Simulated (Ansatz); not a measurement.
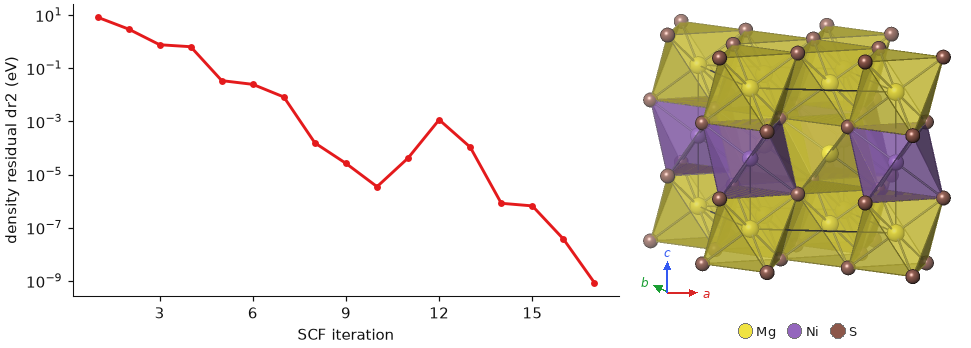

Beside the plot: the structure in its conventional cell.

Plot: SCF iterations of a calculation: density residual dr2. Mg5NiS6 (P-31m, 12 atoms in the cell); Ansatz, DFT PBE, scalar-relativistic, plane waves, PAW; cutoff 420 eV, 3×3×4 k-mesh, Gaussian smearing of 0.1 eV, collinear spins. dr2 is the charge part; the magnetisation has a residual of its own.

The run converged; it took 17 iterations. The residual falls unevenly and jumps up by a factor of two or more twice on the way down, most sharply at step 12 (by a factor of about 30). The program keeps the magnetisation out of the quasi-Newton mixer until iteration 10 and then restarts the mixer with it. The residual starts near 8 and ends near 8 × 10⁻¹⁰ eV.
